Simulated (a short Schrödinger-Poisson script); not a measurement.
Structure: MOS inversion layer, Al2O3 on p-type GaN, at 300 K.

| layer | material | thickness (nm) | Na (cm⁻³) |
|---|---|---|---|
| 1 | Al2O3 | 6 | - |
| 2 | GaN | 790 | 3.1e17 |

Constants are typed, rounded textbook-type inputs, not results; the design itself was drawn at random and stands for no fabricated device. Al2O3: permittivity 9, conduction-band edge (eV) 2.75, gap (eV) 6.8, electron mass (mₑ) 0.3. GaN: permittivity 9.5, conduction-band edge (eV) 0, gap (eV) 3.43, Nv at 300 K (cm⁻³) 4.6e19.

Channel valleys (confinement mass, in-plane density-of-states mass, number): Γ 0.2, 0.2, 1. At the gate the conduction-band edge of layer 1 lies 3.39 eV − eVg above the Fermi level of the channel; the field vanishes at the back. Gaps are held at their typed values at every temperature. Mesh 0.03 nm at interfaces.

From a short Schrödinger-Poisson script (our own, NumPy): 1D Poisson equation in equilibrium, electrons quantum, Hartree (BenDaniel-Duke, 12 states a valley, the channel's in-plane mass for all, wave functions free to enter the dielectric), parabolic valleys, classical holes, full ionisation, no traps, pinning or gate leakage.

Only gate voltages with over 1e8 electrons/cm² are shown.

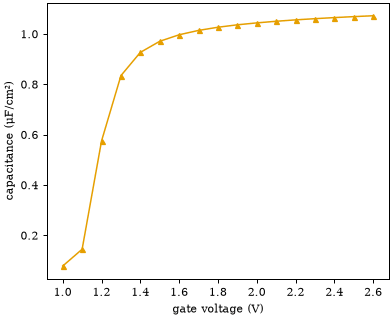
Figure: Quasi-static capacitance against gate voltage

| Vg (V) | electrons (cm⁻²) | C (μF/cm²) | Γ E0 (meV) | Γ E1 (meV) |
|---|---|---|---|---|
| 1 | 4.18e8 | 0.0779 | 221.1 | 375.1 |
| 1.1 | 1.39e10 | 0.145 | 130.4 | 286.0 |
| 1.2 | 1.91e11 | 0.575 | 61.6 | 219.3 |
| 1.3 | 6.30e11 | 0.834 | 28.0 | 188.5 |
| 1.4 | 1.18e12 | 0.927 | 8.4 | 172.0 |
| 1.5 | 1.77e12 | 0.971 | -6.0 | 160.7 |
| 1.6 | 2.38e12 | 0.997 | -17.9 | 151.9 |
| 1.7 | 3.00e12 | 1.01 | -28.4 | 144.4 |
| 1.8 | 3.64e12 | 1.03 | -38.1 | 137.7 |
| 1.9 | 4.28e12 | 1.04 | -47.2 | 131.5 |
| 2 | 4.93e12 | 1.04 | -55.9 | 125.6 |
| 2.1 | 5.58e12 | 1.05 | -64.5 | 120.0 |
| 2.2 | 6.23e12 | 1.06 | -72.8 | 114.4 |
| 2.3 | 6.89e12 | 1.06 | -81.0 | 109.0 |
| 2.4 | 7.55e12 | 1.06 | -89.1 | 103.6 |
| 2.5 | 8.22e12 | 1.07 | -97.2 | 98.3 |
| 2.6 | 8.88e12 | 1.07 | -105.2 | 93.0 |

Subbands count from the Fermi level.

In real p-type GaN the Mg acceptor is only partly ionised, and so wide a gap doesn't supply an inversion layer without source and drain.
